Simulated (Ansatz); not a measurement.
# AlHO2 (SMILES [O]=[Al][OH]) at 5 levels

Wanted: a comparison of 5 runs (BHLYP/STO-3G, BLYP/STO-3G, UPBE/STO-3G, UPBE0/STO-3G, CCSD(T)/STO-3G) of AlHO2. 

Program for the calculation: Ansatz 0.2.0.

62 further runs of the same task are left out: 8 that didn't finish, 54 set aside as unsound or not needed.

## (1) The molecule

AlHO2 has 4 atoms, charge 0, and is taken as a singlet. SMILES: `[O]=[Al][OH]`. The H4–O3 distance was set to 1.898 Å, away from the relaxed value. At this shape a bond of the SMILES string is far longer than usual.

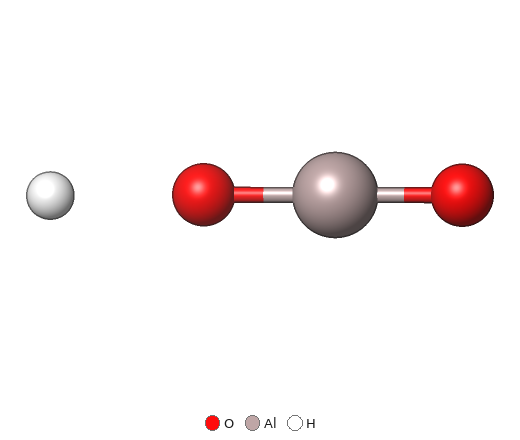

The structure, seen from a chosen angle (oxygen red, aluminium light grey, hydrogen white).

## (2) A single-point energy at BHLYP/STO-3G (run 1)

Input file in.yaml:

```yaml
crystal:
  periodic: [false, false, false]
  atoms:
    - {symbol: O, position_ang: [-2.288149, -2.004443, -0.923518]}
    - {symbol: Al, position_ang: [-1.156339, -1.015773, -0.463648]}
    - {symbol: O, position_ang: [0.016431, 0.008337, 0.012782]}
    - {symbol: H, position_ang: [1.381100, 1.209770, 0.557430]}
basis:
  gaussian:
    orbitals: STO-3G
hamiltonian:
  xc: {name: BHLYP}
accuracy: high
```

The run is started by

```sh
$ ansatz run in.yaml --threads 1 --pin off --max-ram 2610MiB --events-out events.jsonl --progress --plain --runs-dir runs
```

What it wrote:

```text
Warning: RAYON_NUM_THREADS=1 ignored (pool sized by the plan → 1); use --threads N
Functional definition: BHLYP
  name "BHLYP"
  parameter a = 0.5
  exchange = (1 - a)*b88_x + a*exact_x
  correlation = lyp_c
342 factors; integrals over basis functions are off by at most 2.3e-8 eV
mean field evaluation 1: about -10547.9328 eV, gradient 4.8e1 eV
mean field evaluation 2: about -10493.4141 eV, gradient 1.4e2 eV
mean field evaluation 4: about -10556.2232 eV, gradient 2.1e1 eV
mean field evaluation 8: about -10560.0374 eV, gradient 8.7e-1 eV
mean field evaluation 16: about -10560.0401 eV, gradient 4.2e-3 eV
mean field evaluation 32: about -10560.0401 eV, gradient 1.7e-8 eV
mean field -10560.04011768 eV, -388.0743164725 hartree, gradient 1.7e-8 eV, S^2 0.000000; 2 other end points of the search recorded, 0 dependent functions left out
reference -10560.04013536 eV, -388.0743171223 hartree; 15, 15 occupied and 5, 5 virtual orbitals, 342 factors
Total energy: -10560.04013536 eV, -388.0743171223 hartree
```

Wall time 1.2 s (1 thread of Intel Xeon 6975P-C (Granite Rapids), shared host).

## (3) The energy at BLYP/STO-3G (run 2)

Input file molecule.yaml:

```yaml
crystal:
  periodic: [false, false, false]
  atoms:
    - {symbol: O, position_ang: [-2.288149, -2.004443, -0.923518]}
    - {symbol: Al, position_ang: [-1.156339, -1.015773, -0.463648]}
    - {symbol: O, position_ang: [0.016431, 0.008337, 0.012782]}
    - {symbol: H, position_ang: [1.381100, 1.209770, 0.557430]}
basis:
  gaussian: {orbitals: STO-3G}
total_charge: 0
hamiltonian: {xc: {name: BLYP}}
accuracy: high
```

The run is started by

```sh
$ ansatz run molecule.yaml --threads 1 --pin off --max-ram 2610MiB --events-out events.jsonl --progress --plain --runs-dir runs
```

What it wrote (excerpt; [...] marks lines left out):

```text
Warning: RAYON_NUM_THREADS=1 ignored (pool sized by the plan → 1); use --threads N
Functional definition: BLYP
  name "BLYP"
[...]
342 factors; integrals over basis functions are off by at most 2.3e-8 eV
[...]
mean field -10562.04805659 eV, -388.1481068664 hartree, gradient 9.7e-8 eV, S^2 0.000000; 5 other end points of the search recorded, 0 dependent functions left out
reference -10562.04809162 eV, -388.1481081539 hartree; 15, 15 occupied and 5, 5 virtual orbitals, 342 factors
Total energy: -10562.04809162 eV, -388.1481081539 hartree
```

It took 6.3 s on 1 thread of Intel Xeon 6975P-C (Granite Rapids), shared host.

Runs 3 to 4 aren't shown in full; the table further down has their settings and results.

## (4) The energy at CCSD(T)/STO-3G (run 5)

Input file job.yaml:

```yaml
crystal:
  periodic: [false, false, false]
  atoms:
    - {symbol: O, position_ang: [-2.288149, -2.004443, -0.923518]}
    - {symbol: Al, position_ang: [-1.156339, -1.015773, -0.463648]}
    - {symbol: O, position_ang: [0.016431, 0.008337, 0.012782]}
    - {symbol: H, position_ang: [1.381100, 1.209770, 0.557430]}
basis:
  gaussian: {orbitals: STO-3G}
correlation: {method: ccsd_t, frozen_orbitals: {Al: 5, H: 0, O: 1}}
accuracy: high
scf: {omitted_lower_state_checks: [cluster_reference, increment]}
```

The run is started by

```sh
$ ansatz run job.yaml --threads 1 --pin off --max-ram 2610MiB --events-out events.jsonl --progress --plain --runs-dir runs
```

What it wrote:

```text
Warning: RAYON_NUM_THREADS=1 ignored (pool sized by the plan → 1); use --threads N
[... 13 lines left out ...]
7 core orbitals not correlated: weight in the atoms' cores, before any rotation towards them, 1.000 or more for the frozen orbitals, at most 0.000 for the correlated occupied ones
[... 73 lines left out ...]
Total energy: -10535.63052914 eV, -387.1772806391 hartree
Checks for a lower state left out: cluster_reference, increment
```

Wall time 0.22 s (1 thread of Intel Xeon 6975P-C (Granite Rapids), shared host).

## (5) Overview of the runs

| run | level | frozen core orbitals | energy (Eh) | wall time |
| --- | --- | --- | --- | --- |
| 1 | BHLYP/STO-3G | – | -388.074317 | 1.2 s |
| 2 | BLYP/STO-3G | – | -388.148108 | 6.3 s |
| 3 | UPBE/STO-3G | – | -387.948047 | 32 s |
| 4 | UPBE0/STO-3G | – | -387.978584 | 25 s |
| 5 | CCSD(T)/STO-3G | 7 | -387.177281 | 0.22 s |

## (6) What came out

```
                                          quantity          value
                               run 5: total energy  -387.17728 Eh
run 5: correlation energy (7 core orbitals frozen)     -274.6 mEh
                             run 5: (T) correction     -26.68 mEh
                              run 5: T1 diagnostic          0.039
```

What this shows: Totals of different functionals can't be ranked against each other. In run 5 the T1 diagnostic is large, so a single reference may not serve. In run 5 the log says that unrestricted orbitals would lower the reference, so the values rest on an unstable closed-shell determinant (other closed-shell runs at this shape may share the fault). In runs 1, 2, 3, 4, 5 the basis is minimal, so the values are rough. Spin contamination of the reference: run 4 ⟨S²⟩ = 1.06, run 3 ⟨S²⟩ = 1.02. Where it is this large, the reference is a mixture of spin states, and values that rest on it are in doubt. All runs together took 65 s, the longest 32 s.
